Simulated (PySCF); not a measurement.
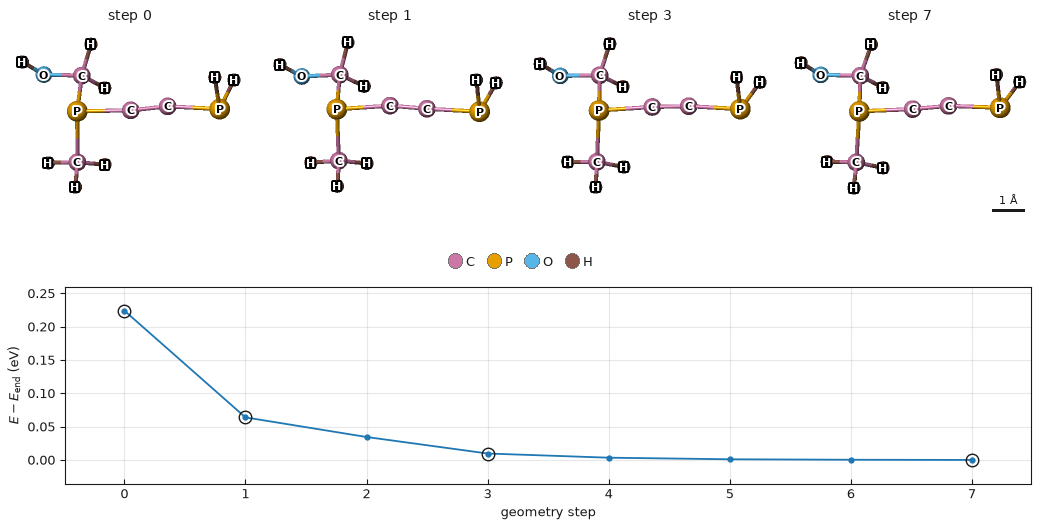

Frames of a relaxation of C4H8OP2, marked on the history of the run. A ball-and-stick model, seen at a tilt.

The start comes from GFN2-xTB. Its atoms were then displaced at random by about 0.01 Å.

Theory: PBE0-D3(BJ)/def2-SVP geometry optimisation, gas phase (PySCF 2.14.0, density-fitted response routines). 

**What happens along the run?**

The largest move after the best rigid fit is that of an H atom, 0.21 Å. By element the largest moves are H 0.21 Å, P 0.13 Å, O 0.10 Å, C 0.07 Å. Among the contacts that change: C–H 1.063 → 1.099 Å, C–C 1.260 → 1.225 Å, C–P 1.733 → 1.765 Å, H–P 1.399 → 1.429 Å. Among the angles between lasting bonds that change: C–P–C 97.2° → 102.3°, C–P–H 93.4° → 97.8°, C–P–C 95.9° → 100.0°. Over 7 geometry steps the energy falls by 0.224 eV. From step 0 to 1: a C atom moves most (0.17 Å), energy −0.160 eV. From step 1 to 3: an H atom moves most (0.17 Å), energy −0.054 eV. From step 3 to 7: an H atom moves most (0.10 Å), energy −0.010 eV.
